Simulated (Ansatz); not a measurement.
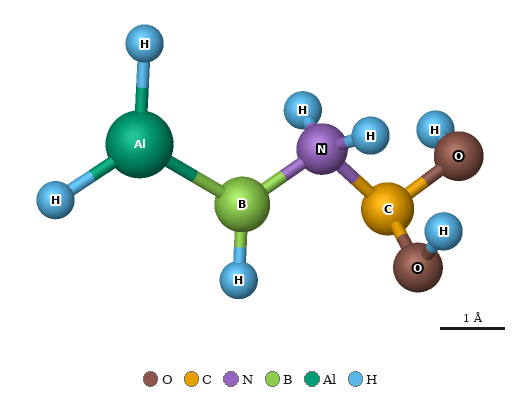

The input geometry (ball-and-stick view, seen at a tilt). Sticks mark near contacts.

## Run report: CH$_{7}$AlBNO$_{2}$, geometry relaxation (part 1 of 2)

- system: CH$_{7}$AlBNO$_{2}$
- method: RHF/def2-SVP (Ansatz 0.2.0)

The run did not end well. It belongs to a series of runs on one base structure; here: end point B relaxed.

## Input file
```yaml
crystal:
  periodic: [false, false, false]
  atoms:
    - { symbol: O, position_ang: [0.7402, -2.5958, -0.3248] }
    - { symbol: C, position_ang: [-0.2175, -1.5209, -0.0442] }
    - { symbol: O, position_ang: [-0.7849, -1.7304, 1.2222] }
    - { symbol: "N", position_ang: [0.5535, -0.2106, -0.0993] }
    - { symbol: B, position_ang: [-0.5023, 0.9373, 0.0357] }
    - { symbol: Al, position_ang: [0.1992, 2.902, 0.0679] }
    - { symbol: H, position_ang: [0.8788, -2.5191, -1.312] }
    - { symbol: H, position_ang: [1.07452, -0.61699, 0.70381] }
    - { symbol: H, position_ang: [0.0138, -1.7112, 1.915] }
    - { symbol: H, position_ang: [0.9122, -0.1197, -1.0202] }
    - { symbol: H, position_ang: [-1.6743, 0.7576, 0.2148] }
    - { symbol: H, position_ang: [1.7817, 3.1752, -0.0806] }
    - { symbol: H, position_ang: [-0.8684, 4.1296, 0.2306] }
basis:
  gaussian: { orbitals: def2-SVP }
hamiltonian:
  xc: hf
relax:
  f_tol: 0.02
  max_steps: 50
```

Run as:
```bash
ansatz run input.yaml --threads 2 --pin off --max-ram 3072MiB --backend cpu --events-out ev --progress --plain --runs-dir out
```

## The program's output
```
The last accepted step is kept in [file] (removed where the run ends without a failure and the disk answers)
Engine: ansatz 0.2.0, x86_64-unknown-linux-gnu
Functional definition: HF
  exchange = exact_x
  correlation = 0
1336 factors; integrals over basis functions are off by at most 5.7e-4 eV
mean field evaluation 1: about -13932.3422 eV, gradient 4.4e1 eV
mean field evaluation 2: about -13932.5116 eV, gradient 4.4e1 eV
mean field evaluation 4: about -13937.5310 eV, gradient 4.8e0 eV
mean field evaluation 8: about -13937.6553 eV, gradient 2.1e-1 eV
mean field -13937.65637212 eV, -512.1994243925 hartree, gradient 2.9e-5 eV, S^2 0.000000; 0 other end points of the search recorded, 0 dependent functions left out
the calculation of the forces begins
reference -13937.65637212 eV, -512.1994243925 hartree; 27, 27 occupied and 96, 96 virtual orbitals, 1336 factors
relax step   1: F+E_penalty+E_count = -13937.65637212 eV  Δ(F+E_penalty+E_count) = +0.000e0 eV  max|allowed force component| = 5.501e0 eV/Å  Δτ_max = 0.0000 Å  (43 SCF iters, accepted)
these checks for a lower state are left out or cut short: starts, cluster_reference, orbital_swaps, neighbouring_geometries, increment
1336 factors; integrals over basis functions are off by at most 5.5e-4 eV
mean field evaluation 16: about -13939.3157 eV, gradient 1.1e0 eV
mean field -13939.32217638 eV, -512.2606415702 hartree, gradient 5.9e-5 eV, S^2 0.000000; 0 other end points of the search recorded, 0 dependent functions left out
[... from here on the field's lines of each further geometry are left out, up to the last ...]
relax step   2: F+E_penalty+E_count = -13939.32217638 eV  Δ(F+E_penalty+E_count) = -1.666e0 eV  max|allowed force component| = 2.109e0 eV/Å  Δτ_max = 0.1948 Å  (35 SCF iters, accepted)
relax step   3: F+E_penalty+E_count = -13939.82493356 eV  Δ(F+E_penalty+E_count) = -5.028e-1 eV  max|allowed force component| = 1.256e0 eV/Å  Δτ_max = 0.1949 Å  (36 SCF iters, accepted)
relax step   4: F+E_penalty+E_count = -13940.07432705 eV  Δ(F+E_penalty+E_count) = -2.494e-1 eV  max|allowed force component| = 6.331e-1 eV/Å  Δτ_max = 0.2000 Å  (36 SCF iters, accepted)
relax step   5: F+E_penalty+E_count = -13940.12301553 eV  Δ(F+E_penalty+E_count) = -4.869e-2 eV  max|allowed force component| = 3.335e-1 eV/Å  Δτ_max = 0.2000 Å  (36 SCF iters, accepted)
relax step   6: F+E_penalty+E_count = -13940.15033224 eV  Δ(F+E_penalty+E_count) = -2.732e-2 eV  max|allowed force component| = 4.859e-1 eV/Å  Δτ_max = 0.0441 Å  (36 SCF iters, accepted)
relax step   7: F+E_penalty+E_count = -13940.18914464 eV  Δ(F+E_penalty+E_count) = -3.881e-2 eV  max|allowed force component| = 5.750e-1 eV/Å  Δτ_max = 0.0555 Å  (36 SCF iters, accepted)
relax step   8: F+E_penalty+E_count = -13940.46206730 eV  Δ(F+E_penalty+E_count) = -2.729e-1 eV  max|allowed force component| = 1.393e0 eV/Å  Δτ_max = 0.1949 Å  (38 SCF iters, accepted)
relax step   9: F+E_penalty+E_count = -13940.80261401 eV  Δ(F+E_penalty+E_count) = -3.405e-1 eV  max|allowed force component| = 8.524e-1 eV/Å  Δτ_max = 0.1948 Å  (39 SCF iters, accepted)
relax step  10: F+E_penalty+E_count = -13941.05583210 eV  Δ(F+E_penalty+E_count) = -2.532e-1 eV  max|allowed force component| = 1.707e0 eV/Å  Δτ_max = 0.1947 Å  (38 SCF iters, accepted)
relax step  11: F+E_penalty+E_count = -13941.25556761 eV  Δ(F+E_penalty+E_count) = -1.997e-1 eV  max|allowed force component| = 1.136e0 eV/Å  Δτ_max = 0.1911 Å  (39 SCF iters, accepted)
relax step  12: F+E_penalty+E_count = -13941.53294539 eV  Δ(F+E_penalty+E_count) = -2.774e-1 eV  max|allowed force component| = 1.379e0 eV/Å  Δτ_max = 0.2000 Å  (38 SCF iters, accepted)
relax step  13: F+E_penalty+E_count = -13941.80780330 eV  Δ(F+E_penalty+E_count) = -2.749e-1 eV  max|allowed force component| = 2.118e0 eV/Å  Δτ_max = 0.1926 Å  (38 SCF iters, accepted)
relax step  14: F+E_penalty+E_count = -13942.10833428 eV  Δ(F+E_penalty+E_count) = -3.005e-1 eV  max|allowed force component| = 1.602e0 eV/Å  Δτ_max = 0.2000 Å  (36 SCF iters, accepted)
relax step  15: F+E_penalty+E_count = -13942.39159168 eV  Δ(F+E_penalty+E_count) = -2.833e-1 eV  max|allowed force component| = 1.912e0 eV/Å  Δτ_max = 0.1949 Å  (39 SCF iters, accepted)
relax step  16: F+E_penalty+E_count = -13942.52902190 eV  Δ(F+E_penalty+E_count) = -1.374e-1 eV  max|allowed force component| = 1.225e0 eV/Å  Δτ_max = 0.2000 Å  (39 SCF iters, accepted)
relax step  17: F+E_penalty+E_count = -13942.65188140 eV  Δ(F+E_penalty+E_count) = -1.229e-1 eV  max|allowed force component| = 6.275e-1 eV/Å  Δτ_max = 0.2000 Å  (39 SCF iters, accepted)
relax step  18: F+E_penalty+E_count = -13942.70481183 eV  Δ(F+E_penalty+E_count) = -5.293e-2 eV  max|allowed force component| = 2.854e-1 eV/Å  Δτ_max = 0.2000 Å  (35 SCF iters, accepted)
relax step  19: F+E_penalty+E_count = -13942.71910481 eV  Δ(F+E_penalty+E_count) = -1.429e-2 eV  max|allowed force component| = 1.923e-1 eV/Å  Δτ_max = 0.1060 Å  (39 SCF iters, accepted)
relax step  20: F+E_penalty+E_count = -13942.68777743 eV  Δ(F+E_penalty+E_count) = +3.133e-2 eV  max|allowed force component| = 1.365e0 eV/Å  Δτ_max = 0.1995 Å  (38 SCF iters, rejected (line search))
relax step  21: F+E_penalty+E_count = -13942.73704472 eV  Δ(F+E_penalty+E_count) = -1.794e-2 eV  max|allowed force component| = 1.427e-1 eV/Å  Δτ_max = 0.0997 Å  (38 SCF iters, accepted)
relax step  22: F+E_penalty+E_count = -13942.74717229 eV  Δ(F+E_penalty+E_count) = -1.013e-2 eV  max|allowed force component| = 1.628e-1 eV/Å  Δτ_max = 0.1000 Å  (39 SCF iters, accepted)
relax step  23: F+E_penalty+E_count = -13942.74478617 eV  Δ(F+E_penalty+E_count) = +2.386e-3 eV  max|allowed force component| = 7.367e-1 eV/Å  Δτ_max = 0.1494 Å  (34 SCF iters, rejected (line search))
relax step  24: F+E_penalty+E_count = -13942.75607678 eV  Δ(F+E_penalty+E_count) = -8.904e-3 eV  max|allowed force component| = 1.248e-1 eV/Å  Δτ_max = 0.0747 Å  (39 SCF iters, accepted)
relax step  25: F+E_penalty+E_count = -13942.76372560 eV  Δ(F+E_penalty+E_count) = -7.649e-3 eV  max|allowed force component| = 1.872e-1 eV/Å  Δτ_max = 0.0731 Å  (40 SCF iters, accepted)
relax step  26: F+E_penalty+E_count = -13942.77289769 eV  Δ(F+E_penalty+E_count) = -9.172e-3 eV  max|allowed force component| = 1.173e-1 eV/Å  Δτ_max = 0.1125 Å  (37 SCF iters, accepted)
relax step  27: F+E_penalty+E_count = -13942.77479856 eV  Δ(F+E_penalty+E_count) = -1.901e-3 eV  max|allowed force component| = 6.046e-1 eV/Å  Δτ_max = 0.1638 Å  (34 SCF iters, accepted)
relax step  28: F+E_penalty+E_count = -13942.75952664 eV  Δ(F+E_penalty+E_count) = +1.527e-2 eV  max|allowed force component| = 9.369e-1 eV/Å  Δτ_max = 0.1604 Å  (34 SCF iters, rejected (line search))
relax step  29: F+E_penalty+E_count = -13942.78896517 eV  Δ(F+E_penalty+E_count) = -1.417e-2 eV  max|allowed force component| = 1.241e-1 eV/Å  Δτ_max = 0.0748 Å  (38 SCF iters, accepted)
relax step  30: F+E_penalty+E_count = -13942.79315698 eV  Δ(F+E_penalty+E_count) = -4.192e-3 eV  max|allowed force component| = 1.129e-1 eV/Å  Δτ_max = 0.0646 Å  (37 SCF iters, accepted)
relax step  31: F+E_penalty+E_count = -13942.79191336 eV  Δ(F+E_penalty+E_count) = +1.244e-3 eV  max|allowed force component| = 5.190e-1 eV/Å  Δτ_max = 0.1336 Å  (39 SCF iters, rejected (line search))
relax step  32: F+E_penalty+E_count = -13942.79765089 eV  Δ(F+E_penalty+E_count) = -4.494e-3 eV  max|allowed force component| = 1.072e-1 eV/Å  Δτ_max = 0.0666 Å  (37 SCF iters, accepted)
relax step  33: F+E_penalty+E_count = -13942.80097282 eV  Δ(F+E_penalty+E_count) = -3.322e-3 eV  max|allowed force component| = 2.160e-1 eV/Å  Δτ_max = 0.0731 Å  (40 SCF iters, accepted)
relax step  34: F+E_penalty+E_count = -13942.80336251 eV  Δ(F+E_penalty+E_count) = -2.390e-3 eV  max|allowed force component| = 2.148e-1 eV/Å  Δτ_max = 0.0812 Å  (40 SCF iters, accepted)
relax step  35: F+E_penalty+E_count = -13942.79656252 eV  Δ(F+E_penalty+E_count) = +6.800e-3 eV  max|allowed force component| = 3.621e-1 eV/Å  Δτ_max = 0.1636 Å  (39 SCF iters, rejected (line search))
relax step  36: F+E_penalty+E_count = -13942.80920395 eV  Δ(F+E_penalty+E_count) = -5.841e-3 eV  max|allowed force component| = 8.705e-2 eV/Å  Δτ_max = 0.0798 Å  (38 SCF iters, accepted)
relax step  37: F+E_penalty+E_count = -13942.81182775 eV  Δ(F+E_penalty+E_count) = -2.624e-3 eV  max|allowed force component| = 1.006e-1 eV/Å  Δτ_max = 0.0823 Å  (40 SCF iters, accepted)
relax step  38: F+E_penalty+E_count = -13942.81359559 eV  Δ(F+E_penalty+E_count) = -1.768e-3 eV  max|allowed force component| = 1.675e-1 eV/Å  Δτ_max = 0.0782 Å  (40 SCF iters, accepted)
relax step  39: F+E_penalty+E_count = -13942.81520759 eV  Δ(F+E_penalty+E_count) = -1.612e-3 eV  max|allowed force component| = 1.865e-1 eV/Å  Δτ_max = 0.0485 Å  (41 SCF iters, accepted)
relax step  40: F+E_penalty+E_count = -13942.81722887 eV  Δ(F+E_penalty+E_count) = -2.021e-3 eV  max|allowed force component| = 1.629e-1 eV/Å  Δτ_max = 0.0729 Å  (40 SCF iters, accepted)
relax step  41: F+E_penalty+E_count = -13942.81806006 eV  Δ(F+E_penalty+E_count) = -8.312e-4 eV  max|allowed force component| = 8.547e-2 eV/Å  Δτ_max = 0.0758 Å  (36 SCF iters, accepted)
relax step  42: F+E_penalty+E_count = -13942.81402925 eV  Δ(F+E_penalty+E_count) = +4.031e-3 eV  max|allowed force component| = 2.485e-1 eV/Å  Δτ_max = 0.1953 Å  (40 SCF iters, rejected (line search))
relax step  43: F+E_penalty+E_count = -13942.81947975 eV  Δ(F+E_penalty+E_count) = -1.420e-3 eV  max|allowed force component| = 4.459e-2 eV/Å  Δτ_max = 0.0955 Å  (36 SCF iters, accepted)
relax step  44: F+E_penalty+E_count = -13942.82067474 eV  Δ(F+E_penalty+E_count) = -1.195e-3 eV  max|allowed force component| = 3.350e-2 eV/Å  Δτ_max = 0.0767 Å  (37 SCF iters, accepted)
relax step  45: F+E_penalty+E_count = -13942.82092504 eV  Δ(F+E_penalty+E_count) = -2.503e-4 eV  max|allowed force component| = 3.693e-2 eV/Å  Δτ_max = 0.0396 Å  (37 SCF iters, accepted)
relax step  46: F+E_penalty+E_count = -13942.82116806 eV  Δ(F+E_penalty+E_count) = -2.430e-4 eV  max|allowed force component| = 3.703e-2 eV/Å  Δτ_max = 0.0553 Å  (37 SCF iters, accepted)
relax step  47: F+E_penalty+E_count = -13942.82130279 eV  Δ(F+E_penalty+E_count) = -1.347e-4 eV  max|allowed force component| = 3.292e-2 eV/Å  Δτ_max = 0.0307 Å  (38 SCF iters, accepted)
relax step  48: F+E_penalty+E_count = -13942.82148177 eV  Δ(F+E_penalty+E_count) = -1.790e-4 eV  max|allowed force component| = 3.351e-2 eV/Å  Δτ_max = 0.0405 Å  (38 SCF iters, accepted)
the calculation of the forces begins
reference -13942.82162137 eV, -512.3892438015 hartree; 27, 27 occupied and 96, 96 virtual orbitals, 1328 factors
relax step  49: F+E_penalty+E_count = -13942.82162137 eV  Δ(F+E_penalty+E_count) = -1.396e-4 eV  max|allowed force component| = 2.454e-2 eV/Å  Δτ_max = 0.0359 Å  (37 SCF iters, accepted)
these checks for a lower state are left out or cut short: starts, cluster_reference, orbital_swaps, neighbouring_geometries, increment
1328 factors; integrals over basis functions are off by at most 8.0e-4 eV
mean field -13942.82053759 eV, -512.3892039732 hartree, gradient 7.2e-6 eV, S^2 0.000000; 0 other end points of the search recorded, 0 dependent functions left out
the calculation of the forces begins
reference -13942.82053759 eV, -512.3892039732 hartree; 27, 27 occupied and 96, 96 virtual orbitals, 1328 factors
relax step  50: F+E_penalty+E_count = -13942.82053759 eV  Δ(F+E_penalty+E_count) = +1.084e-3 eV  max|allowed force component| = 9.717e-2 eV/Å  Δτ_max = 0.1310 Å  (38 SCF iters, rejected (line search))
```

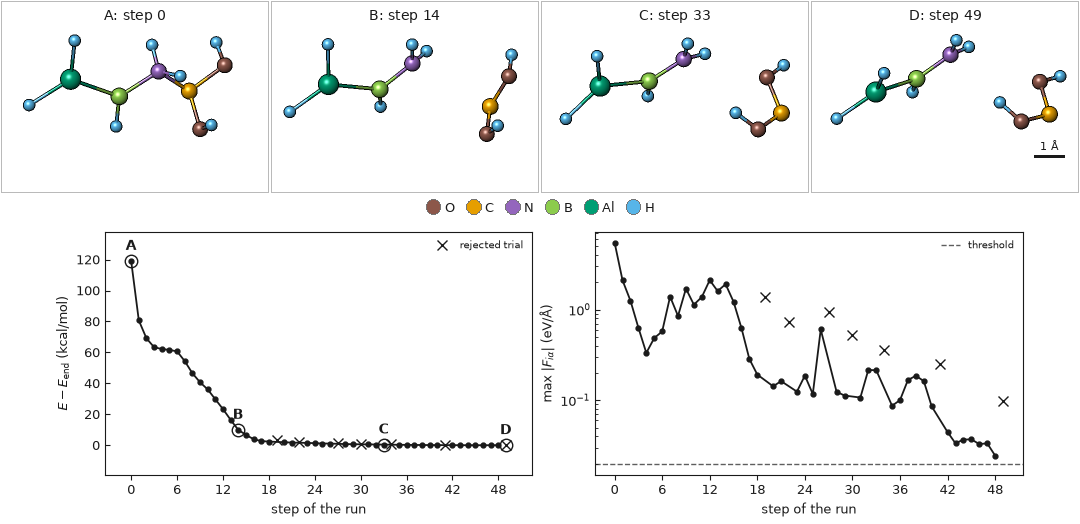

Frames of the relaxation (ball-and-stick view, seen at a tilt) above the curves, on which the letters mark them (the first geometry is step 0 here and step 1 in the log).

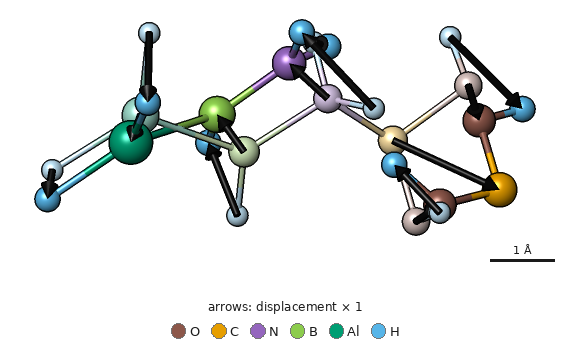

Start (faint) and end (solid) with the displacements as black arrows, at true length (ball-and-stick view, seen at a tilt). The two geometries are laid on each other by the best rigid fit. The relaxation stopped without meeting its thresholds, so the last structure isn't shown to be converged. After 49 geometry steps the energy has fallen by 119.1 kcal/mol. The largest force component goes from 5.5 to 0.097 eV/Å. The line search rejected the trial steps at points 19, 22, 27, 30, 34, 41, 49 (counted from 0) and went back. The largest move after the best rigid fit is that of C2, 1.86 Å. Largest moves by element: C 1.86 Å, H 1.67 Å, N 0.82 Å, O 0.78 Å, B 0.73 Å, Al 0.57 Å. Among the contacts that change: C2–N4 1.521 → 3.909 Å, N4–B5 1.565 → 1.402 Å, O1–C2 1.467 → 1.315 Å, C2–O3 1.403 → 1.289 Å. Bonds break: C2–N4 (1.52 → 3.91 Å). Among the angles that change: B5–N4–H10 104.9° → 122.9°, H8–N4–H10 124.8° → 112.9°, N4–B5–H11 124.2° → 115.3°. (Atoms are counted from 1 in the order of the input.)
